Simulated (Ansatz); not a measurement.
## Fields on a plane of Ir (fcc, Cu type)

```xyz
1
Lattice="0.0000 1.9151 1.9151 1.9151 0.0000 1.9151 1.9151 1.9151 0.0000" Properties=species:S:1:pos:R:3 pbc="T T T"
Ir     0.0000     0.0000     0.0000
```

The slice is a {100} plane (indices of the conventional cell) through the point (0.000, 0.000, 0.000) (fractional), spanned by u = [100] and v = [0 1 -1] in vectors of this cell: u (2.71 Å) and v (2.71 Å, at 90° to u). It covers one period; positions are fractions (u, v).

Atoms on it: Ir at (0.00, 0.00).

The numbers are results of PBEsol (plane waves to 420 eV, PAW, scalar-relativistic; Ansatz, an electronic-structure program), not measurements. k mesh 21×21×21. These are valence fields of a PAW run, semicore shells included where kept as valence: close to a nucleus they are smooth pseudo fields. Ir is run without spin polarisation. Ir was relaxed with its symmetry unable to fall. Spin-orbit coupling is left out, though Ir is heavy. The PAW data are Ansatz's earlier set.

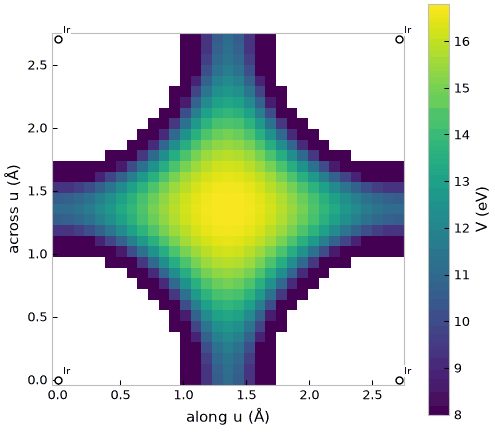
Electrostatic potential energy of an electron, from the cell's mean, in eV, one period of the plane, atoms marked. Points within 1 Å of a nucleus are left white, as the pseudised field means little there. Values under 8 eV are set to 8. The zero, the cell's mean, hangs on the PAW cores.

```
|@@@@@@%%#*+=--:::::--=+*#%%@@@@@|
|@@@@@@%%#*+=--:::::--=+*#%%@@@@@|
|@@@@@%%##*+=-:::::::-=+*##%%@@@@|
|@@@@@%%#*+=--:::::::--=+*#%%@@@@|
|@@@%%%##*+=--::...::--=+*##%%%@@|
|%%%%%##*+=--::.....::--=+*##%%%%|
|%%%###*+==-::.......::-==+*###%%|
|####**+==--::.......::--==+**###|
|****++==--::.........::--==++***|
|++++==---::...     ...::---==+++|
|====---:::...       ...:::---===|
|------:::...         ...:::-----|
|---::::....           ....::::--|
|::::::....             ....:::::|
|:::::.....             .....::::|
|:::::.....             .....::::|
|:::::.....             .....::::|
|::::::....             ....:::::|
|---::::....           ....::::--|
|------:::...         ...:::-----|
|====---:::...       ...:::---===|
|++++==---::...     ...::---==+++|
|****++==--::.........::--==++***|
|####**+==--::.......::--==+**###|
|%%%###*+==-::.......::-==+*###%%|
|%%%%%##*+=--::.....::--=+*##%%%%|
|@@@%%%##*+=--::...::--=+*##%%%@@|
|@@@@@%%#*+=--:::::::--=+*#%%@@@@|
|@@@@@%%##*+=-:::::::-=+*##%%@@@@|
|@@@@@@%%#*+=--:::::--=+*#%%@@@@@|
|@@@@@@%%#*+=--:::::--=+*#%%@@@@@|
|@@@@@@%%#*+=--:::::--=+*#%%@@@@@|
```
Scale: ten equal steps from -0.76 (start of ' ') to 1.00 (end of '@'), in the order ' .:-=+*#%@'. Values: log₁₀ of the valence density in e/Å³. The map has 32 points along u (one character each, u = 0 at the left) and 32 along v (v = 0 in the bottom row). The scale is logarithmic, as a density can span decades between atoms and voids.

- Density on the Ir–Ir line (2.71 Å) at its midpoint: 0.46 e/Å³
- ELF at that point: 0.36
